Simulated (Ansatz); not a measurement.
# F₄H₂W···HF: what the fields show

The calculation's input:

```
crystal:
  periodic: [false, false, false]
  atoms:
    - { symbol: W, position_ang: [0.0, 0.0, 0.0] }
    - { symbol: F, position_ang: [0.0, 0.0, 2.2] }
    - { symbol: F, position_ang: [1.85, 0.0, 0.0] }
    - { symbol: H, position_ang: [0.0, 1.72, 0.0] }
    - { symbol: F, position_ang: [-1.85, 0.0, 0.0] }
    - { symbol: F, position_ang: [0.0, -1.85, 0.0] }
    - { symbol: F, position_ang: [0.0, 0.0, -1.85] }
    - { symbol: H, position_ang: [1.3231, -1.3871, 0.637] }
    - { symbol: H, position_ang: [0.9736, -1.0208, 1.6302] }
basis:
  gaussian: { orbitals: def2-SVP }
hamiltonian:
  xc: b3lyp
relax:
  f_tol: 0.15
  max_steps: 25
  restrain:
    - { distance: [0, 7], at: 1.72, k: 30.0 }
    - { distance: [8, 1], at: 0.92, k: 30.0 }
    - { distance: [0, 1], at: 3.05, k: 30.0 }
    - { distance: [8, 7], at: 1.86, k: 30.0 }
output:
  orbitals: {}
```

Command:

```sh
ansatz run input.yaml --threads 4 --pin off --max-ram 5120MiB --backend cpu --events-out ev --progress --plain --runs-dir out
```

The fields are those of the run's last geometry, not of the input's.

Core potentials replace the inner electrons of W.

Computed with RKS B3LYP/def2-SVP in Ansatz.

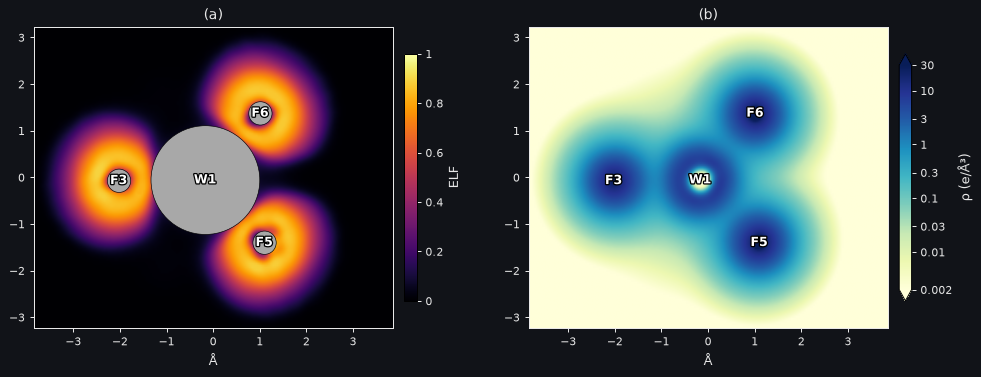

Figure 1. (a) electron localisation function; (b) electron density on the plane of atoms F5, W1 and F6. Grey discs cover the atomic cores in the ELF map.

> What do the fields say about this system?

Atoms in the plane: W and F. W–F (1.85 Å): ρ at the midpoint is about 1.1 e/Å³; the ELF peaks at about 0.85 in the valence shell of F, 0.5 Å from its nucleus, and drops to about 0.25 between the two atoms.

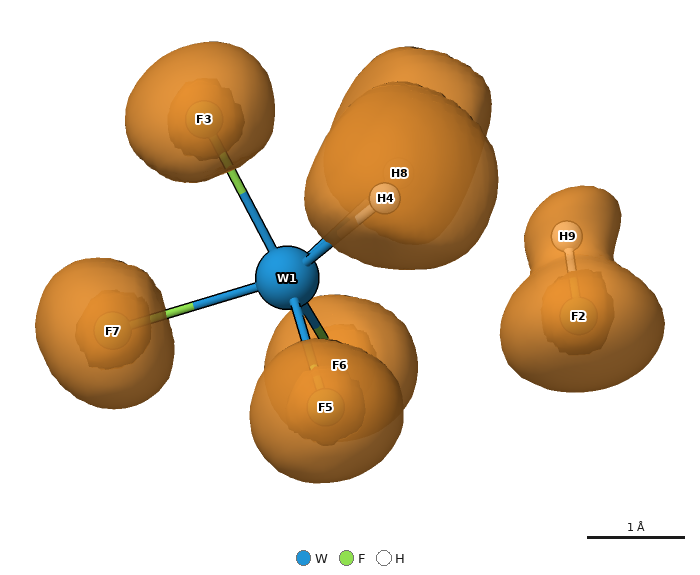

Figure 2. Isosurface of the ELF at 0.75 (orange), seen across its widest extent. Core shells and regions of very low density are left out.

> Where are the electrons localised?

The surface consists of two regions around hydrogen nuclei, four regions wrapped around F (the valence shell of each) and one joined region spread over several atoms (F, H), in which their bonds and any lone pairs are merged. Profiles from the grid: W1···F2 (3.04 Å): the ELF dips to about 0 between them.

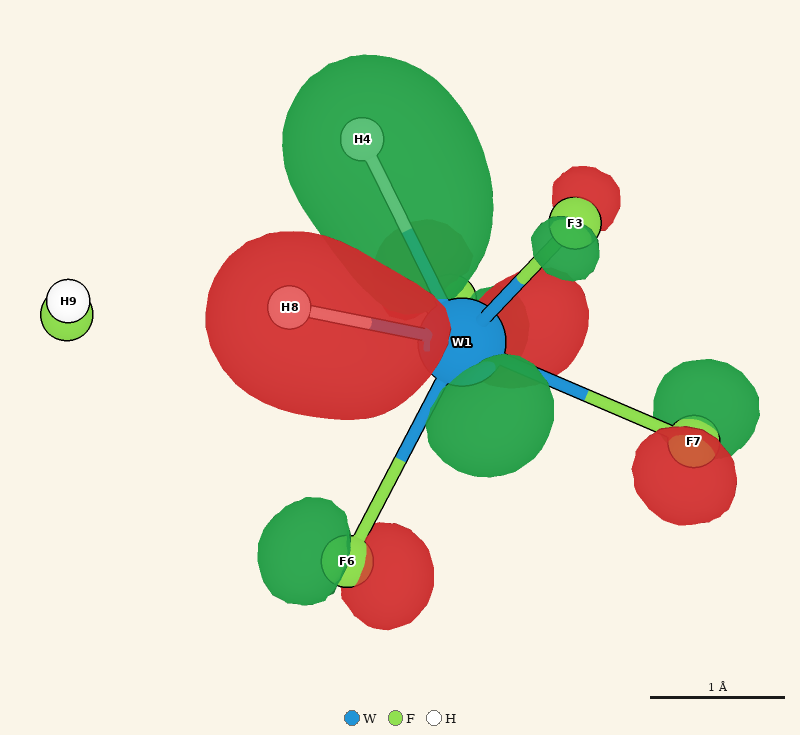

Figure 3. The HOMO at ±0.2 Å⁻³ᐟ² (green and red are the two phases), seen at an oblique angle.

> Describe this orbital and give its energy.

It lies mainly on W1 (about 35 %), H4 (about 15 %), H8 (about 15 %), F6 (about 10 %), F7 (about 10 %) and F5 (about 10 %). Its energy is −9.23 eV.
